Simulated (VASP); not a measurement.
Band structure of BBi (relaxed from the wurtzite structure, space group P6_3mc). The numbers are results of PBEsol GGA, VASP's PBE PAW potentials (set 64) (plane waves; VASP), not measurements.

Unless said otherwise, spin-orbit coupling is left out, though it shifts the bands of the heavy elements here.

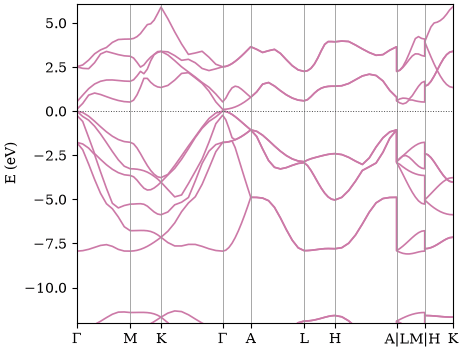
Figure: Bands along high-symmetry lines, zero at the valence-band maximum or, without a gap, the Fermi level

Task: Read the plot: is there a gap, and where are the band edges?

Result: The gap is direct, 0.10 eV, from the valence maximum at Γ to the conduction minimum at Γ. (Edges off the drawn lines would not show.)

The structure was generated: BBi was put into the wurtzite type (P6_3mc), which need not be its known phase. It was relaxed first, which changed the volume by +5 %.
